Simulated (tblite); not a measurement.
# Geometry relaxation of C4H9FO3Si (part 2 of 4)

C4H9FO3Si; GFN2-xTB geometry optimisation, gas phase (tblite 0.8.0). 

Geometry of the input (Å):
```
F  2.8268  1.1555  -0.3152
C  1.9916  0.4025  0.4584
C  0.9194  1.2879  1.0455
O  -0.0501  1.6753  0.0489
C  -0.6086  0.5334  -0.6006
O  -1.3588  -0.2598  0.2955
Si -2.6492  -1.0997  -0.3059
O  0.4058  -0.2075  -1.2803
C  1.4009  -0.7069  -0.3880
H  2.6179  -0.0209  1.2669
H  0.3907  0.7923  1.8693
H  1.3492  2.2100  1.4344
H  -1.2627  0.9622  -1.3728
H  -2.1688  -2.1721  -1.2136
H  -3.3942  -1.7115  0.8259
H  -3.5487  -0.1765  -1.0235
H  2.1777  -1.1668  -0.9949
H  0.9523  -1.4911  0.2384
```

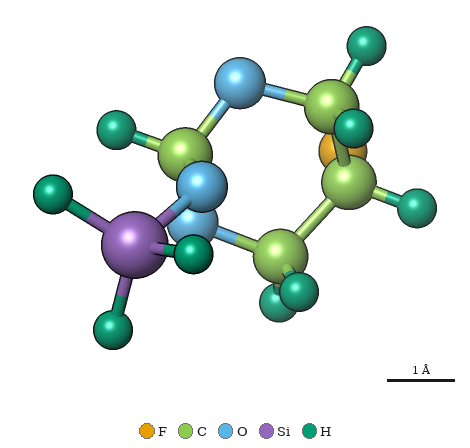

Figure 1. The geometry at step 42 of the log (ball-and-stick view, seen at a tilt).

**Trajectory as extended XYZ, continued**
```
18
Properties=species:S:1:pos:R:3:forces:R:3 step=25 energy=-867.82020
F     2.8251    1.1466   -0.2864    0.0780   0.0150   0.0130
C     1.9814    0.3775    0.4833   -0.0140   0.0440  -0.0080
C     0.8783    1.2570    1.0692   -0.0700   0.0340  -0.0020
O    -0.0599    1.6433    0.0793   -0.0490  -0.0110  -0.0360
C    -0.5805    0.5864   -0.6402   -0.0320  -0.0120  -0.0120
O    -1.3748   -0.2028    0.1650    0.0240   0.0250  -0.0430
Si   -2.6335   -1.1220   -0.3292    0.0900   0.0460   0.0040
O     0.3944   -0.1686   -1.2766   -0.0780  -0.0060  -0.0120
C     1.3515   -0.7107   -0.3830   -0.0410   0.0060  -0.0440
H     2.6009   -0.0567    1.2769   -0.0030  -0.0140   0.0030
H     0.3719    0.7134    1.8755    0.0030  -0.0300   0.0290
H     1.2889    2.1946    1.4452    0.0240   0.0010   0.0350
H    -1.1725    1.0436   -1.4458    0.0440   0.0020   0.0070
H    -2.2032   -2.1961   -1.2233    0.0600  -0.0330   0.0250
H    -3.0647   -1.5713    0.9825   -0.0140  -0.0280   0.0260
H    -3.5966   -0.2950   -1.0526   -0.0430   0.0480   0.0150
H     2.1002   -1.1762   -1.0238    0.0310  -0.0540   0.0160
H     0.8844   -1.4565    0.2723   -0.0090  -0.0330  -0.0170
18
Properties=species:S:1:pos:R:3:forces:R:3 step=28 energy=-867.82389
F     2.8307    1.1437   -0.2798    0.0160  -0.0150   0.0620
C     1.9792    0.3763    0.4856   -0.0330  -0.0140  -0.0260
C     0.8718    1.2558    1.0713    0.0040  -0.0070  -0.0280
O    -0.0560    1.6493    0.0734    0.0000   0.0690   0.0010
C    -0.5756    0.5989   -0.6565    0.0080   0.0180   0.0270
O    -1.3735   -0.1847    0.1451    0.0120  -0.0360   0.0510
Si   -2.6225   -1.1240   -0.3232   -0.0490  -0.0050  -0.0220
O     0.3997   -0.1573   -1.2881   -0.0210  -0.0520  -0.0200
C     1.3462   -0.7094   -0.3880   -0.0060   0.0060  -0.0100
H     2.5945   -0.0647    1.2813   -0.0350   0.0130  -0.0380
H     0.3590    0.7044    1.8705    0.0180   0.0010  -0.0210
H     1.2852    2.1884    1.4616   -0.0230  -0.0370  -0.0100
H    -1.1603    1.0623   -1.4631    0.0270   0.0050  -0.0070
H    -2.1891   -2.2094   -1.2068    0.0400   0.0250   0.0410
H    -3.0499   -1.5744    0.9940    0.0380   0.0090  -0.0280
H    -3.6105   -0.3074   -1.0317    0.0110  -0.0070   0.0180
H     2.0953   -1.1889   -1.0216   -0.0110   0.0140   0.0410
H     0.8671   -1.4525    0.2643    0.0050   0.0130  -0.0320
18
Properties=species:S:1:pos:R:3:forces:R:3 step=31 energy=-867.82605
F     2.8370    1.1406   -0.2683   -0.0100  -0.0010   0.0100
C     1.9735    0.3745    0.4842   -0.0030  -0.0110   0.0000
C     0.8668    1.2543    1.0695    0.0170  -0.0080  -0.0110
O    -0.0542    1.6582    0.0695    0.0220  -0.0380  -0.0090
C    -0.5726    0.6082   -0.6635   -0.0070  -0.0140   0.0040
O    -1.3713   -0.1770    0.1369   -0.0110   0.0130   0.0280
Si   -2.6186   -1.1245   -0.3215    0.0030   0.0090   0.0170
O     0.3986   -0.1551   -1.2961    0.0120   0.0210   0.0170
C     1.3407   -0.7080   -0.3927    0.0030  -0.0040   0.0050
H     2.5856   -0.0691    1.2796   -0.0460  -0.0230   0.0040
H     0.3528    0.6977    1.8647   -0.0100   0.0060  -0.0420
H     1.2807    2.1806    1.4708   -0.0040   0.0050  -0.0090
H    -1.1484    1.0748   -1.4740   -0.0260  -0.0040   0.0060
H    -2.1762   -2.2147   -1.1925    0.0290   0.0210   0.0090
H    -3.0310   -1.5732    1.0003    0.0250   0.0040  -0.0090
H    -3.6193   -0.3169   -1.0191    0.0050  -0.0020  -0.0090
H     2.0915   -1.1953   -1.0159    0.0090   0.0210  -0.0150
H     0.8557   -1.4489    0.2564   -0.0080   0.0050   0.0040
18
Properties=species:S:1:pos:R:3:forces:R:3 step=33 energy=-867.82673
F     2.8377    1.1390   -0.2631    0.0070   0.0020  -0.0150
C     1.9710    0.3723    0.4841    0.0120   0.0040   0.0130
C     0.8664    1.2525    1.0684   -0.0160   0.0090  -0.0050
O    -0.0509    1.6600    0.0674   -0.0010  -0.0070  -0.0290
C    -0.5713    0.6119   -0.6667   -0.0140  -0.0130  -0.0010
O    -1.3714   -0.1720    0.1342   -0.0010   0.0270  -0.0030
Si   -2.6169   -1.1244   -0.3197    0.0380   0.0210   0.0060
O     0.4002   -0.1517   -1.2987   -0.0120   0.0140  -0.0010
C     1.3385   -0.7077   -0.3939   -0.0050   0.0000  -0.0090
H     2.5786   -0.0733    1.2797   -0.0110  -0.0440   0.0390
H     0.3483    0.6948    1.8587   -0.0220  -0.0110  -0.0090
H     1.2784    2.1771    1.4747    0.0110   0.0100  -0.0100
H    -1.1453    1.0808   -1.4784   -0.0200  -0.0210   0.0300
H    -2.1709   -2.2155   -1.1867    0.0280   0.0130  -0.0040
H    -3.0166   -1.5704    1.0048    0.0020  -0.0110   0.0250
H    -3.6236   -0.3244   -1.0157   -0.0010   0.0050  -0.0140
H     2.0900   -1.1963   -1.0145    0.0130   0.0100  -0.0250
H     0.8489   -1.4464    0.2538   -0.0060  -0.0080   0.0110
18
Properties=species:S:1:pos:R:3:forces:R:3 step=36 energy=-867.82831
F     2.8420    1.1351   -0.2528    0.0190  -0.0380   0.0070
C     1.9676    0.3683    0.4850    0.0000  -0.0070   0.0170
C     0.8636    1.2510    1.0637   -0.0230   0.0110   0.0120
O    -0.0448    1.6636    0.0577   -0.0050   0.0730  -0.0070
C    -0.5714    0.6165   -0.6716    0.0170   0.0370  -0.0080
O    -1.3715   -0.1589    0.1347    0.0200   0.0090   0.0020
Si   -2.6093   -1.1208   -0.3147    0.0030  -0.0160  -0.0020
O     0.3999   -0.1462   -1.3041   -0.0260  -0.0440  -0.0220
C     1.3344   -0.7071   -0.3984    0.0010   0.0060  -0.0060
H     2.5601   -0.0889    1.2857    0.0300  -0.0060   0.0170
H     0.3369    0.6890    1.8440   -0.0320  -0.0060   0.0280
H     1.2751    2.1723    1.4781    0.0060   0.0020  -0.0140
H    -1.1456    1.0863   -1.4814   -0.0320  -0.0180   0.0000
H    -2.1485   -2.2124   -1.1733    0.0140   0.0170  -0.0200
H    -2.9964   -1.5709    1.0120   -0.0120  -0.0060   0.0330
H    -3.6284   -0.3324   -1.0086    0.0250  -0.0130  -0.0060
H     2.0897   -1.1950   -1.0164   -0.0260   0.0050  -0.0160
H     0.8379   -1.4432    0.2484    0.0230  -0.0080  -0.0170
18
Properties=species:S:1:pos:R:3:forces:R:3 step=39 energy=-867.83015
F     2.8502    1.1259   -0.2424    0.0080  -0.0430   0.0410
C     1.9642    0.3642    0.4877   -0.0300  -0.0200  -0.0010
C     0.8586    1.2526    1.0593    0.0170  -0.0070   0.0040
O    -0.0406    1.6726    0.0468    0.0270  -0.0280   0.0060
C    -0.5724    0.6213   -0.6731   -0.0150   0.0130  -0.0020
O    -1.3690   -0.1483    0.1431   -0.0010  -0.0040   0.0130
Si   -2.6013   -1.1177   -0.3090    0.0080  -0.0210   0.0350
O     0.3925   -0.1494   -1.3079   -0.0050   0.0230   0.0280
C     1.3316   -0.7062   -0.4035   -0.0130  -0.0050   0.0040
H     2.5458   -0.1038    1.2934    0.0020   0.0480  -0.0380
H     0.3241    0.6867    1.8339   -0.0130   0.0550  -0.0050
H     1.2742    2.1713    1.4746   -0.0070  -0.0020   0.0170
H    -1.1563    1.0823   -1.4795   -0.0150   0.0180  -0.0390
H    -2.1215   -2.2024   -1.1656   -0.0040   0.0120  -0.0250
H    -2.9903   -1.5756    1.0171    0.0030   0.0160  -0.0100
H    -3.6236   -0.3333   -1.0052    0.0390  -0.0280   0.0040
H     2.0881   -1.1896   -1.0233   -0.0270  -0.0010  -0.0140
H     0.8370   -1.4443    0.2420    0.0240  -0.0270  -0.0190
18
Properties=species:S:1:pos:R:3:forces:R:3 step=42 energy=-867.83239
F     2.8614    1.1059   -0.2211    0.0070   0.0180  -0.0090
C     1.9547    0.3543    0.4926    0.0090   0.0050  -0.0100
C     0.8528    1.2519    1.0559   -0.0010   0.0130  -0.0260
O    -0.0294    1.6847    0.0328   -0.0200  -0.0350  -0.0140
C    -0.5735    0.6355   -0.6809   -0.0330  -0.0400   0.0160
O    -1.3662   -0.1288    0.1455   -0.0260   0.0170   0.0110
Si   -2.5864   -1.1187   -0.2963    0.0440   0.0050  -0.0030
O     0.3852   -0.1448   -1.3135    0.0020   0.0400   0.0010
C     1.3230   -0.7055   -0.4101   -0.0210  -0.0160  -0.0070
H     2.5277   -0.1185    1.2995   -0.0180  -0.0080   0.0200
H     0.2996    0.6885    1.8193    0.0080   0.0580  -0.0020
H     1.2703    2.1657    1.4796    0.0050  -0.0070   0.0210
H    -1.1652    1.0889   -1.4886    0.0540   0.0240   0.0220
H    -2.0912   -2.1921   -1.1582   -0.0080  -0.0090  -0.0090
H    -2.9624   -1.5730    1.0338   -0.0030   0.0050  -0.0030
H    -3.6178   -0.3530   -0.9985    0.0190  -0.0170   0.0100
H     2.0779   -1.1863   -1.0329    0.0020   0.0030  -0.0180
H     0.8308   -1.4484    0.2293   -0.0180  -0.0560   0.0000
18
Properties=species:S:1:pos:R:3:forces:R:3 step=44 energy=-867.83341
F     2.8676    1.0966   -0.2092   -0.0070   0.0150  -0.0250
C     1.9498    0.3488    0.4943    0.0110   0.0040  -0.0010
C     0.8497    1.2519    1.0521   -0.0050   0.0180  -0.0100
O    -0.0239    1.6895    0.0243   -0.0270   0.0340   0.0070
C    -0.5754    0.6416   -0.6851    0.0160   0.0000   0.0110
O    -1.3667   -0.1160    0.1463   -0.0090   0.0140   0.0110
Si   -2.5758   -1.1194   -0.2895    0.0080  -0.0130  -0.0210
O     0.3826   -0.1387   -1.3174   -0.0030  -0.0290  -0.0100
C     1.3167   -0.7062   -0.4143    0.0040  -0.0110   0.0000
H     2.5150   -0.1276    1.3039   -0.0200  -0.0260   0.0340
H     0.2865    0.6927    1.8100    0.0060   0.0240   0.0160
H     1.2677    2.1611    1.4852    0.0130   0.0020  -0.0090
H    -1.1647    1.0963   -1.4938    0.0360   0.0160   0.0290
H    -2.0743   -2.1884   -1.1526   -0.0020  -0.0190  -0.0050
H    -2.9448   -1.5709    1.0430   -0.0040  -0.0030   0.0040
H    -3.6150   -0.3662   -0.9921    0.0050  -0.0090   0.0040
H     2.0722   -1.1853   -1.0384   -0.0020   0.0080  -0.0130
H     0.8241   -1.4533    0.2215   -0.0180  -0.0240  -0.0200
18
Properties=species:S:1:pos:R:3:forces:R:3 step=47 energy=-867.83431
F     2.8704    1.0914   -0.2053   -0.0270  -0.0220   0.0020
C     1.9472    0.3458    0.4953   -0.0250  -0.0100   0.0060
C     0.8480    1.2548    1.0487    0.0120   0.0020   0.0230
O    -0.0236    1.6946    0.0205    0.0250   0.0050   0.0190
C    -0.5758    0.6443   -0.6843    0.0120   0.0260   0.0040
O    -1.3679   -0.1082    0.1507    0.0040  -0.0040  -0.0100
Si   -2.5680   -1.1216   -0.2869   -0.0110  -0.0080   0.0020
O     0.3789   -0.1392   -1.3182   -0.0110  -0.0110   0.0230
C     1.3136   -0.7085   -0.4166    0.0080   0.0000   0.0030
H     2.5051   -0.1342    1.3097   -0.0260   0.0050  -0.0100
H     0.2802    0.7014    1.8073    0.0090   0.0000   0.0120
H     1.2692    2.1603    1.4855    0.0230   0.0250  -0.0270
H    -1.1621    1.1010   -1.4922   -0.0120   0.0100  -0.0100
H    -2.0645   -2.1874   -1.1523    0.0090  -0.0220   0.0020
H    -2.9396   -1.5711    1.0464    0.0070  -0.0060  -0.0110
H    -3.6098   -0.3733   -0.9892   -0.0110  -0.0010  -0.0080
H     2.0689   -1.1825   -1.0448    0.0070   0.0010  -0.0010
H     0.8209   -1.4614    0.2139    0.0060   0.0110  -0.0210
18
Properties=species:S:1:pos:R:3:forces:R:3 step=50 energy=-867.83514
F     2.8691    1.0821   -0.2001   -0.0050  -0.0180   0.0100
C     1.9406    0.3408    0.4977   -0.0100  -0.0060   0.0050
C     0.8474    1.2577    1.0491    0.0020  -0.0010   0.0070
O    -0.0190    1.7018    0.0189    0.0080  -0.0280  -0.0090
C    -0.5742    0.6522   -0.6846   -0.0300  -0.0120  -0.0020
O    -1.3689   -0.0988    0.1509   -0.0120   0.0000  -0.0130
Si   -2.5605   -1.1249   -0.2844    0.0110   0.0150  -0.0100
O     0.3743   -0.1394   -1.3177    0.0010   0.0470  -0.0190
C     1.3103   -0.7104   -0.4190   -0.0260   0.0070  -0.0110
H     2.4904   -0.1420    1.3152    0.0040  -0.0010  -0.0040
H     0.2736    0.7087    1.8062    0.0150   0.0070   0.0230
H     1.2742    2.1622    1.4830    0.0250   0.0060  -0.0150
H    -1.1596    1.1097   -1.4933   -0.0070   0.0040  -0.0010
H    -2.0530   -2.1906   -1.1501    0.0060  -0.0010   0.0230
H    -2.9273   -1.5708    1.0513    0.0070  -0.0120  -0.0110
H    -3.6081   -0.3844   -0.9869   -0.0080  -0.0060  -0.0080
H     2.0658   -1.1798   -1.0510    0.0100   0.0100   0.0160
H     0.8160   -1.4677    0.2031    0.0100  -0.0130   0.0200
18
Properties=species:S:1:pos:R:3:forces:R:3 step=53 energy=-867.83603
F     2.8695    1.0660   -0.1881    0.0270   0.0010  -0.0010
C     1.9298    0.3321    0.5016    0.0180  -0.0050   0.0030
C     0.8458    1.2605    1.0490   -0.0070  -0.0030  -0.0190
O    -0.0112    1.7086    0.0133   -0.0430   0.0190   0.0050
C    -0.5760    0.6628   -0.6877    0.0080   0.0000  -0.0180
O    -1.3718   -0.0832    0.1490   -0.0020   0.0070   0.0030
Si   -2.5487   -1.1265   -0.2811   -0.0150  -0.0040  -0.0080
O     0.3687   -0.1321   -1.3223    0.0130  -0.0080  -0.0250
C     1.3010   -0.7114   -0.4250   -0.0060   0.0030   0.0090
H     2.4682   -0.1558    1.3222    0.0290  -0.0260   0.0100
H     0.2648    0.7175    1.8050    0.0130   0.0270   0.0290
H     1.2822    2.1634    1.4787    0.0060  -0.0260  -0.0110
H    -1.1586    1.1228   -1.4971   -0.0140   0.0070   0.0100
H    -2.0297   -2.1933   -1.1387    0.0050   0.0080   0.0150
H    -2.9059   -1.5731    1.0569    0.0020  -0.0110  -0.0050
H    -3.6079   -0.4009   -0.9819   -0.0030  -0.0130  -0.0130
H     2.0621   -1.1750   -1.0561   -0.0160   0.0220   0.0150
H     0.8090   -1.4759    0.1905   -0.0130   0.0010   0.0040
18
Properties=species:S:1:pos:R:3:forces:R:3 step=55 energy=-867.83668
F     2.8706    1.0561   -0.1829    0.0260   0.0010   0.0050
C     1.9246    0.3270    0.5041    0.0150  -0.0020   0.0010
C     0.8454    1.2629    1.0484    0.0060  -0.0050  -0.0110
O    -0.0113    1.7116    0.0123   -0.0220   0.0150   0.0210
C    -0.5782    0.6668   -0.6886    0.0150   0.0160  -0.0080
O    -1.3746   -0.0763    0.1495    0.0070  -0.0060  -0.0070
Si   -2.5438   -1.1275   -0.2814   -0.0220  -0.0090   0.0130
O     0.3651   -0.1287   -1.3252    0.0020  -0.0250   0.0270
C     1.2950   -0.7119   -0.4274    0.0200   0.0010   0.0200
H     2.4592   -0.1641    1.3263    0.0110  -0.0180  -0.0090
H     0.2646    0.7283    1.8111    0.0100   0.0310   0.0070
H     1.2907    2.1646    1.4714   -0.0050  -0.0170  -0.0080
H    -1.1607    1.1294   -1.4961   -0.0210   0.0060  -0.0060
H    -2.0180   -2.1945   -1.1328    0.0110   0.0010  -0.0020
H    -2.8982   -1.5768    1.0564   -0.0030  -0.0080   0.0000
H    -3.6064   -0.4090   -0.9832   -0.0080  -0.0110  -0.0200
H     2.0599   -1.1686   -1.0579   -0.0120   0.0030  -0.0060
H     0.8073   -1.4830    0.1844   -0.0310   0.0290  -0.0180
18
Properties=species:S:1:pos:R:3:forces:R:3 step=58 energy=-867.83740
F     2.8737    1.0471   -0.1786    0.0140  -0.0040   0.0160
C     1.9219    0.3224    0.5067    0.0050   0.0060  -0.0030
C     0.8464    1.2647    1.0476    0.0140   0.0080   0.0100
O    -0.0138    1.7151    0.0146    0.0180  -0.0160   0.0030
C    -0.5794    0.6717   -0.6896   -0.0190  -0.0050   0.0200
O    -1.3771   -0.0718    0.1479   -0.0120  -0.0130  -0.0040
Si   -2.5419   -1.1293   -0.2814    0.0040  -0.0020  -0.0020
O     0.3624   -0.1266   -1.3248   -0.0070   0.0240   0.0110
C     1.2913   -0.7121   -0.4273    0.0010   0.0040  -0.0110
H     2.4538   -0.1731    1.3287   -0.0070   0.0010  -0.0120
H     0.2670    0.7424    1.8195    0.0040   0.0010  -0.0080
H     1.2997    2.1648    1.4631    0.0050   0.0250   0.0030
H    -1.1642    1.1363   -1.4952    0.0100  -0.0090  -0.0020
H    -2.0089   -2.1964   -1.1286    0.0090   0.0020  -0.0050
H    -2.8913   -1.5808    1.0563   -0.0130  -0.0050   0.0100
H    -3.6069   -0.4192   -0.9887   -0.0040  -0.0130  -0.0110
H     2.0570   -1.1628   -1.0599    0.0020  -0.0270  -0.0160
H     0.8017   -1.4862    0.1780   -0.0240   0.0210   0.0010
```
